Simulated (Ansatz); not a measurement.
Consider K$_{3}$TmBi.

```yaml
crystal:
  lattice:
    - [7.06193, 0.00000, 0.00000]
    - [0.00000, 13.29255, 0.00000]
    - [0.00000, 0.00000, 5.99277]
  atoms:
    - { symbol: K, position: [0.00000, 0.69430, 0.00000] }
    - { symbol: K, position: [0.50000, 0.19430, 0.00000] }
    - { symbol: K, position: [0.00000, 0.30570, 0.00000] }
    - { symbol: K, position: [0.50000, 0.80570, 0.00000] }
    - { symbol: K, position: [0.00000, 0.50000, 0.50000] }
    - { symbol: K, position: [0.50000, 0.00000, 0.50000] }
    - { symbol: Tm, position: [0.00000, 0.00000, 0.00000] }
    - { symbol: Tm, position: [0.50000, 0.50000, 0.00000] }
    - { symbol: Bi, position: [0.00000, 0.00000, 0.50000] }
    - { symbol: Bi, position: [0.50000, 0.50000, 0.50000] }
```

Space group Cmmm; a generated structure, not necessarily the stable one; computed without spin polarisation; no Hubbard U on the f states and no spin–orbit coupling.

Computed with Ansatz 0.2.0, DFT PBE, scalar-relativistic, plane waves, PAW; 4f electrons in the core of a trivalent norm-conserving potential.

What will maps of the valence pseudo-density and electron localisation function show?

K–Bi (3.53 Å): the density is about 0.09 e/Å³ at the midpoint, with its minimum of 0.07 e/Å³ about 1.5 Å from K; the ELF peaks at about 0.50 in the valence shell of Bi, 1.5 Å from its nucleus, and drops to about 0.05 between the two atoms (no localised pair shows between them).

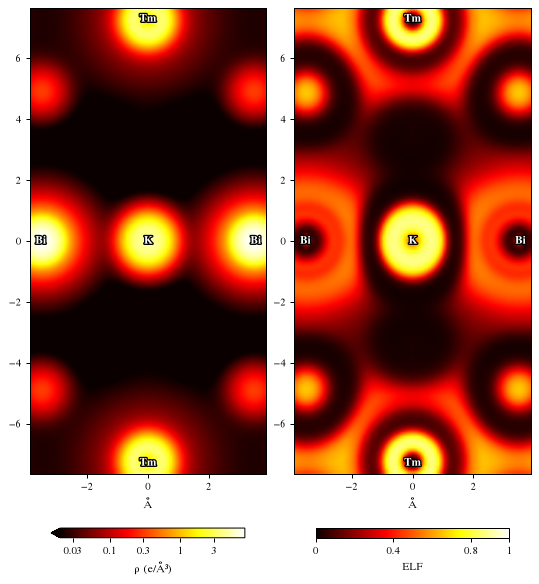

Computed valence pseudo-density and electron localisation function on the (011) plane of the conventional cell, in this order. 
